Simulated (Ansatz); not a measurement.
# PBE0/cc-pVDZ run of CH5GaO (SMILES C[O][GaH2])

What is the electronic atomisation energy of CH5GaO at PBE0/cc-pVDZ? 

The calculation is run with Ansatz 0.2.0.

56 further runs of the same task are left out: 56 set aside as unsound or not needed.

**1. The structure to begin with**

CH5GaO: 8 atoms, total charge 0, spin state singlet. SMILES: `C[O][GaH2]`. Geometry: relaxed at PBE0-D4/def2-TZVP.

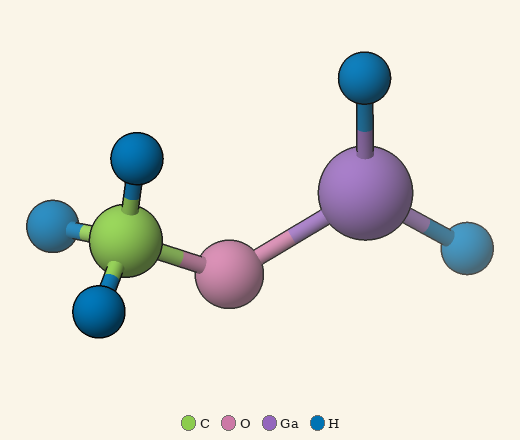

The structure, seen from a chosen angle (carbon green, oxygen pink, gallium purple, hydrogen blue).

**2. The energy at PBE0/cc-pVDZ**

File in.yaml:

```yaml
crystal:
  periodic: [false, false, false]
  atoms:
    - symbol: C
      position_ang: [-0.616800, 0.972600, -0.422900]
    - symbol: O
      position_ang: [-0.705300, -0.273500, 0.213500]
    - symbol: Ga
      position_ang: [0.703200, -1.302000, 0.579300]
    - symbol: H
      position_ang: [-1.200200, 0.962000, -1.350600]
    - symbol: H
      position_ang: [0.414200, 1.256200, -0.676600]
    - symbol: H
      position_ang: [-1.030600, 1.754200, 0.224300]
    - symbol: H
      position_ang: [2.093900, -0.732800, 0.142900]
    - symbol: H
      position_ang: [0.341700, -2.636700, 1.290100]
basis:
  gaussian:
    orbitals: cc-pVDZ
hamiltonian:
  xc: pbe0
accuracy: high
output: {orbitals: {seedname: orbitals}}
```

On the command line:

```console
$ ansatz run in.yaml --threads 1 --pin off --max-ram 3480MiB --events-out events.jsonl --progress --plain --runs-dir runs
```

What it wrote:

```text
Warning: RAYON_NUM_THREADS=1 ignored (pool sized by the plan → 1); use --threads N
Functional definition: PBE0
  name "PBE0"
  parameter a = 0.25
  parameter kappa = 0.804
  parameter beta = 0.06672455060314922
  exchange = (1 - a)*pbe_x(kappa = kappa, mu = beta*pi^2/3) + a*exact_x
  correlation = pbe_c(beta = beta)
1865 factors; integrals over basis functions are off by at most 4.4e-9 eV
mean field evaluation 1: about -55527.3539 eV, gradient 4.7e1 eV
mean field evaluation 2: about -55505.3186 eV, gradient 1.1e2 eV
mean field evaluation 4: about -55531.9121 eV, gradient 5.5e0 eV
mean field evaluation 8: about -55532.1164 eV, gradient 1.1e-1 eV
mean field evaluation 16: about -55532.1164 eV, gradient 7.4e-6 eV
mean field -55532.11642996 eV, -2040.7676377808 hartree, gradient 2.9e-8 eV, S^2 0.000000; 0 other end points of the search recorded, 0 dependent functions left out
reference -55532.11643276 eV, -2040.7676378836 hartree; 25, 25 occupied and 55, 55 virtual orbitals, 1865 factors
Total energy: -55532.11643276 eV, -2040.7676378836 hartree
```

Run time: 8.4 s. Hardware: 1 thread of Arm Neoverse V1, shared host; peak memory 0.27 GiB.

**3. The C atom, same level**

File in.yaml:

```yaml
basis:
  gaussian:
    orbitals: cc-pVDZ
crystal:
  periodic: [false, false, false]
  atoms:
    - {symbol: C, position_ang: [0.000000, 0.000000, 0.000000]}
magnetization:
  spin_polarized: true
  initial_magnetization: 2
hamiltonian:
  xc: pbe0
accuracy: high
```

Run the same way, it converges to -37.79901 Eh (log not shown).

**4. The Ga atom at the same level**

File molecule.yaml:

```yaml
basis:
  gaussian: {orbitals: cc-pVDZ}
crystal:
  periodic: [false, false, false]
  atoms:
    - {symbol: Ga, position_ang: [0.000000, 0.000000, 0.000000]}
magnetization: {spin_polarized: true, initial_magnetization: 1}
hamiltonian: {xc: {name: PBE0}}
accuracy: high
```

Run the same way, it converges to -1924.52233 Eh (log not shown).

**5. The H atom**

File in.yaml:

```yaml
crystal:
  periodic: [false, false, false]
  atoms:
    - {symbol: H, position_ang: [0.000000, 0.000000, 0.000000]}
basis:
  gaussian:
    orbitals: cc-pVDZ
magnetization:
  spin_polarized: true
  initial_magnetization: 1
hamiltonian:
  xc: pbe0
accuracy: high
```

On the command line:

```console
$ ansatz run in.yaml --threads 1 --pin off --max-ram 3480MiB --events-out events.jsonl --progress --plain --runs-dir runs
```

What it wrote, cut to the lines that bear on the results:

```text
Warning: RAYON_NUM_THREADS=1 ignored (pool sized by the plan → 1); use --threads N
[... 7 set-up lines as earlier in the session ...]
15 factors; integrals over basis functions are off by at most 4.6e-8 eV
mean field evaluation 1: about -13.6122 eV, gradient 3.3e-1 eV
mean field evaluation 2: about -13.6122 eV, gradient 3.3e-1 eV
mean field evaluation 4: about -13.6136 eV, gradient 4.5e-6 eV
mean field evaluation 8: about -13.6136 eV, gradient 8.9e-11 eV
mean field -13.61357941 eV, -0.5002898156 hartree, gradient 1.3e-10 eV, S^2 0.750000; 0 other end points of the search recorded, 0 dependent functions left out
reference -13.61358076 eV, -0.5002898653 hartree; 1, 0 occupied and 4, 5 virtual orbitals, 15 factors
Total energy: -13.61358076 eV, -0.5002898653 hartree
```

Wall time 0.12 s (1 thread of Arm Neoverse V1, shared host).

**6. The O atom, same level**

File in.yaml:

```yaml
crystal:
  periodic: [false, false, false]
  atoms:
    - {symbol: O, position_ang: [0.000000, 0.000000, 0.000000]}
basis:
  gaussian:
    orbitals: cc-pVDZ
magnetization:
  spin_polarized: true
  initial_magnetization: 2
hamiltonian:
  xc: {name: PBE0}
accuracy: high
```

On the command line:

```console
$ ansatz run in.yaml --threads 1 --pin off --max-ram 3480MiB --events-out events.jsonl --progress --plain --runs-dir runs
```

What it wrote, cut to the lines that bear on the results:

```text
Warning: RAYON_NUM_THREADS=1 ignored (pool sized by the plan → 1); use --threads N
[... 7 set-up lines as earlier in the session ...]
96 factors; integrals over basis functions are off by at most 1.3e-9 eV
mean field evaluation 1: about -2040.5680 eV, gradient 5.3e0 eV
mean field evaluation 2: about -2040.6454 eV, gradient 2.2e0 eV
mean field evaluation 4: about -2040.6648 eV, gradient 2.8e-2 eV
mean field evaluation 8: about -2040.6646 eV, gradient 2.1e-4 eV
mean field -2040.66462670 eV, -74.9930418192 hartree, gradient 3.0e-9 eV, S^2 2.001944; 0 other end points of the search recorded, 0 dependent functions left out
reference -2040.66462722 eV, -74.9930418381 hartree; 5, 3 occupied and 9, 11 virtual orbitals, 96 factors
Total energy: -2040.66462722 eV, -74.9930418381 hartree
```

Run time: 0.3 s. Hardware: 1 thread of Arm Neoverse V1, shared host.

**7. Summary of results**

At PBE0/cc-pVDZ:

| quantity | value |
| --- | --- |
| molecule: total energy | -2040.76764 Eh |
| molecule: HOMO energy | -7.70 eV |
| molecule: LUMO energy | -1.11 eV |
| molecule: HOMO–LUMO gap | 6.59 eV |
| C atom: total energy | -37.79901 Eh |
| C atom: ⟨S²⟩ | 2.003 |
| Ga atom: total energy | -1924.52233 Eh |
| Ga atom: ⟨S²⟩ | 0.753 |
| H atom: total energy | -0.50029 Eh |
| H atom: ⟨S²⟩ | 0.750 |
| O atom: total energy | -74.99304 Eh |
| O atom: ⟨S²⟩ | 2.002 |
| electronic atomisation energy | 25.900 eV |

Taking the molecule apart into free atoms costs 25.90 eV (2499 kJ/mol), before zero-point energy and without spin-orbit coupling.
